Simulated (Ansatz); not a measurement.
# What PbO2 (PbO2, Fm-3m) distorts into, part 3 of 3

Aim: this structure of PbO2 (PbO2, Fm-3m) is to be tested for unstable modes, and one is followed downhill.

Ansatz 0.2.0; DFT PBEsol, scalar-relativistic, plane waves, PAW; PAW set soft_1.

So far. Step 5 (Energy along the mode, all amplitudes (two of the runs …): The lowest of the steps tried is at 0.22 Å, 16.8 meV/atom below the parent; the bottom of the well need not coincide with a step. Step 7 (The new phase in its own primitive cell): The largest force component left is 0.85 meV/Å and the pressure is -0.004 GPa, within the tolerances set. The cell now holds 12.83 Å³/atom. The relaxed cell has a = 5.378, c = 10.646 Å (conventional setting).

The database entry behind the starting cell lists a pressure of 16.0 GPa, so it need not match the best structure at ambient conditions.

## Step 8: Modes of the new phase, k-mesh 10×10×10

A relaxed structure may still be a saddle point, so its zone-centre modes are computed. No field response is asked, since the mesh shows no gap.

File input.yaml:

```yaml
crystal:
  lattice:
    - [-2.6888437012, 2.6888437012, 5.3227512106]
    - [2.6888437012, -2.6888437012, 5.3227512106]
    - [2.6888437012, 2.6888437012, -5.3227512106]
  atoms:
    - { symbol: Pb, position: [0.0, 0.5, 0.5] }
    - { symbol: Pb, position: [0.5, 0.0, 0.5] }
    - { symbol: Pb, position: [0.75, 0.75, 0.0] }
    - { symbol: Pb, position: [0.25, 0.25, 0.0] }
    - { symbol: O, position: [0.3282876509, 0.875, 0.9532876509] }
    - { symbol: O, position: [0.9217123491, 0.375, 0.0467123491] }
    - { symbol: O, position: [0.125, 0.0782876509, 0.4532876509] }
    - { symbol: O, position: [0.625, 0.6717123491, 0.5467123491] }
    - { symbol: O, position: [0.625, 0.1717123491, 0.0467123491] }
    - { symbol: O, position: [0.125, 0.5782876509, 0.9532876509] }
    - { symbol: O, position: [0.4217123491, 0.375, 0.5467123491] }
    - { symbol: O, position: [0.8282876509, 0.875, 0.4532876509] }
kpoints:
  mp_grid: { grid: [10, 10, 10] }
hamiltonian:
  xc: pbesol
  pseudopotentials: { kind: paw, azcp: { folder: soft_1 }, xc_functional: pbe }
scf:
  occupations: { method: methfessel_paxton, width: 0.2 }
output:
  eigenvalues: true
phonons:
  method: dfpt
```

Run with:

```bash
$ ansatz run input.yaml --threads 4 --pin off --max-ram 10240MiB --backend cpu --events-out ev --progress --plain --runs-dir out
```

Numbers of over 12 decimals in the logs are rounded to 6 here.

Log:

```text
[...]
Crystal: 12 atoms, lattice volume = 153.931 Å³
Basis set: ecut = 420 eV, 2969 PW (Γ), exchange–correlation on 96×96×96 points (8 copies of the dense FFT grid, shifted against one another)
Bands: 64, of which v1, the nominal top of the filled ones, is band 52 counted from 1 (51 counted from 0)
Symmetry: 16 space group operations
k-points: 504 of 1000 (irreducible under 1 space group operation, time reversal used)
[...]
SCF iter   1: F=—  HF=-51506.063175 eV  |F-HF|=—  |Δ(HF+E_count)|=         —  Δρ=6.81e-2  dr2=5.90e0  ethr=3.10e-3  ⟨swp⟩=7.2  Hψ=145448  notcnv=0  defer=241
[...]
SCF iter  12: F=-51504.664258 eV  HF=-51504.664258 eV  |F-HF|=7.28e-12  |Δ(HF+E_count)|=  2.18e-11  S|Δr|=    0.00e0  Δρ=2.70e-8  dr2=1.11e-12  ethr=1.00e-12  ⟨swp⟩=14.9  Hψ=224687  notcnv=0
SCF 1 converged in 12 iterations: F = -51504.664258 eV  dr2 = 1.11e-12
[...]
DFPT response loops at Γ: preconditioner auto → Kerker (q_TF=auto, 2.556 Å⁻¹) (partly filled bands, converged f_vac=0.046); β = 1.00, the filter's whole step (`scf.mixing.beta` (0.50) is not read by the response loops under this deck's `scf.mixing.preconditioner`; to damp them name `kerker` or `kerker_dos`, under which they read `scf.mixing.beta`, and type it under 1.00, their step now; both keys bind the ground state too); Broyden in place of MSR1
SCF converged after 12 iterations
[...]
Free energy (F): -51504.664258 eV
[...]
Internal energy: -51504.679315 eV  (E = F + TS)
E sigma→0 (E₀):  -51504.668022 eV
Entropy (-TS):   0.015057 eV (1.255 meV/atom)
Fermi energy:    9.900601 eV
[...]
--- Band table (eV; the first three rows and the last of 504) ---
  k-point 0: bands = [... 48 lower, 9.4490, 9.5222, 9.8236, 9.8236, 9.8590, 12.2486, 12.7082, 12.8593, ... 8 higher]
  k-point 1: bands = [... 48 lower, 9.4322, 9.4619, 9.6366, 9.7740, 9.8593, 12.2692, 12.7043, 12.8728, ... 8 higher]
  k-point 2: bands = [... 48 lower, 9.3189, 9.3225, 9.5495, 9.6198, 10.4858, 12.3352, 12.7162, 12.9097, ... 8 higher]
  k-point 503: bands = [... 48 lower, 9.5421, 9.5421, 9.8134, 9.8134, 11.5338, 11.5338, 12.1641, 12.1641, ... 8 higher]
--- Phonons (Γ-DFPT): 5 representative perturbations + reference, on 504 of 1000 k-points (Σ response iterations 20) ---
  k mesh reduced under 1 symmetry operation, with k and −k counted as one. Each operation leaves every solved perturbation unchanged. A smaller set is not used because it would not reduce the number of displacements times k-points to solve
  ASR residual: 2.327e-5 → 0.000e0 eV/Å²; symmetrization residual: 4.337e-6 eV/Å²
  ASR residual per site (eV/Å²): 2.33e-5 2.33e-5 2.33e-5 2.33e-5 6.22e-6 6.22e-6 6.22e-6 6.22e-6 6.22e-6 6.22e-6 6.22e-6 6.22e-6
  Γ frequencies (cm⁻¹): -132.44 -87.75 -4.06 -4.06 0.00 0.00 0.00 53.21 53.21 99.07 99.07 109.75 124.16 143.63 150.67 150.67 165.74 225.93 256.95 264.53 264.53 285.20 285.20 337.62 375.25 447.98 447.98 481.67 481.67 498.94 501.05 512.02 519.20 519.20 559.30 579.52
  non-analytic LO–TO correction: not included (Born effective charges unavailable; polar crystals: no LO–TO splitting at Γ)
```

Run time: 27 min. Hardware: 4 threads of Arm Neoverse V1, shared host; peak memory 6.4 GiB.

Numbers from this step:

| Item | Value |
| --- | --- |
| sum-rule residual before enforcement | 2.33e-5 eV/Å² |
| point group | 4/mmm |
| highest optical mode at the zone centre (no LO-TO term) | 579.5 cm⁻¹ |
| lowest optical zone-centre mode | -132.4 cm⁻¹ |

Patterns of degenerate modes are one choice out of their space. Modes at Γ, with each element's share of the kinetic energy (negative means imaginary); the lowest 24 and highest 6 of 36:

| mode | frequency (cm⁻¹) | symmetry | Pb % | O % |
| --- | --- | --- | --- | --- |
| 1 | -132.4 | A2g | 29 | 71 |
| 2 | -87.8 | A2u | 5 | 95 |
| 3 | -4.1 | Eu | 1 | 99 |
| 4 | -4.1 | Eu | 1 | 99 |
| 5 | 0.0 | acoustic | 87 | 13 |
| 6 | 0.0 | acoustic | 87 | 13 |
| 7 | 0.0 | acoustic | 87 | 13 |
| 8 | 53.2 | Eg | 100 | 0 |
| 9 | 53.2 | Eg | 100 | 0 |
| 10 | 99.1 | Eu | 84 | 16 |
| 11 | 99.1 | Eu | 84 | 16 |
| 12 | 109.8 | B1u | 99 | 1 |
| 13 | 124.2 | B1g | 60 | 40 |
| 14 | 143.6 | A2g | 69 | 31 |
| 15 | 150.7 | Eg | 98 | 2 |
| 16 | 150.7 | Eg | 98 | 2 |
| 17 | 165.7 | B2u | 0 | 100 |
| 18 | 225.9 | A1g | 0 | 100 |
| 19 | 256.9 | B1g | 40 | 60 |
| 20 | 264.5 | Eu | 25 | 75 |
| 21 | 264.5 | Eu | 25 | 75 |
| 22 | 285.2 | Eg | 0 | 100 |
| 23 | 285.2 | Eg | 0 | 100 |
| 24 | 337.6 | B2g | 0 | 100 |
| 31 | 501.1 | B1u | 1 | 99 |
| 32 | 512.0 | A2g | 2 | 98 |
| 33 | 519.2 | Eg | 1 | 99 |
| 34 | 519.2 | Eg | 1 | 99 |
| 35 | 559.3 | B2u | 0 | 100 |
| 36 | 579.5 | B2g | 0 | 100 |

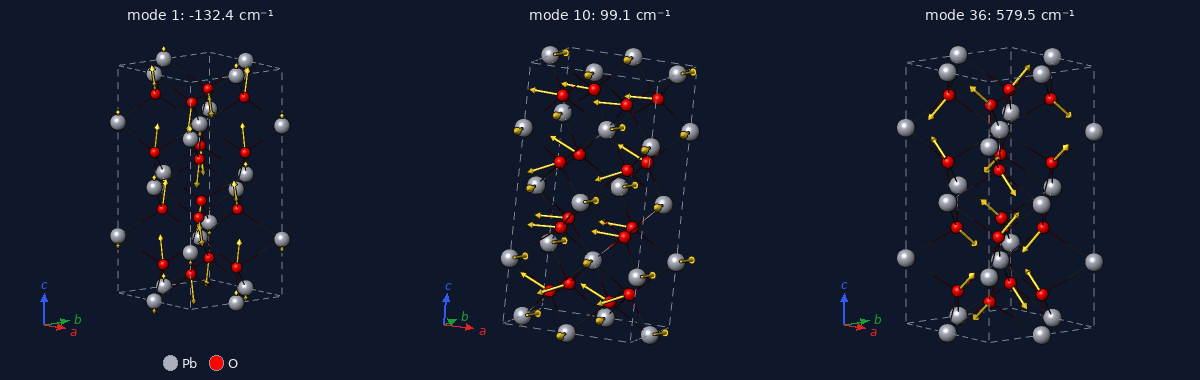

Displacement patterns of modes 1, 10 and 36 at Γ; arrows are exaggerated. Some periodic images of atoms are drawn too.

Before it was imposed, the acoustic sum rule was missed by 2.3e-5 eV/Å². Small misses are needed for a sound result but don't prove that mesh and cutoff are converged. The lowest optical mode is imaginary, 132.4i cm⁻¹, so the energy falls along it.

## Step 9: The phases reached

The phases reached along the modes that were followed are set side by side.

Energies are those of the first relaxation, on the mesh of the frozen mode; space group, volume and gap are those of the last relaxation. Phases, by row:

| mode frozen in | space group | energy from parent (meV/atom) | volume (Å³/atom) | gap on mesh (eV) | lowest zone-centre optical mode (cm⁻¹) | largest shift (Å) |
| --- | --- | --- | --- | --- | --- | --- |
| parent | Fm-3m | 0 | 12.61 | 0 | – | – |
| q = (0, -0.5, -0.5), 229i cm⁻¹ | P4_2/nmc | -46.85 | 13.01 | 0 | 47.4 | 0.331 |
| q = (0.25, -0.5, -0.25), 189i cm⁻¹ | I4_1/acd | -18.94 | 12.83 | 0 | -132.4 | 0.251 |

## Step 10: Summary of results

| Property | Result |
| --- | --- |
| unstable mode of the parent | q = (0.25, -0.5, -0.25), 189i cm⁻¹ |
| depth at the lowest point sampled | 16.8 meV/atom |
| largest atomic shift at that point | 0.22 Å |
| space group reached (within 0.01 Å) | I4_1/acd |
| energy gained over the parent (first relaxation, on the mesh of the frozen mode) | 18.9 meV/atom |
| volume per atom, phase reached | 12.8 Å³ |
| lowest optical zone-centre mode, phase reached | -132 cm⁻¹ |
| highest optical mode at the zone centre (no LO-TO term), phase reached | 580 cm⁻¹ |

**Reading.** Along this mode the structure falls into I4_1/acd, 18.9 meV/atom below the parent. At the parent's cell the well is 16.79 meV/atom deep on the steps tried, with its lowest point at a shift of 0.22 Å. Relaxing atoms and cell changes the gain by +2.16 meV/atom against the lowest step (energies at zero smearing). The new phase still has an imaginary mode at the zone centre of its cell, so it is a saddle point on the way to a lower structure. Of the 2 patterns followed to their end from this parent, this one ends 27.9 meV/atom above the lowest, P4_2/nmc. Each path keeps the symmetry of its pattern, so a lower phase may lie along a pattern not tried. With no gap, or one that is small against the smearing, the frequencies hang on the k mesh and the smearing, most of all near Kohn anomalies. A semilocal functional can close a gap that the real compound would have, so the metallic treatment may be an artefact of the level. Spin-orbit coupling is left out, which can matter for the heavy elements here. The PAW files were made for PBE and serve the other functionals too.

[Logs are printed without paths, hosts, clocks, repeated set-up lines and the standing remarks that a program may print on its own settings, such as how far it seeks lower states.]

[Hosts, paths, dates, database ids (printed as entryN), source tags and the programs' standing remarks are cut or masked in the printed files.]
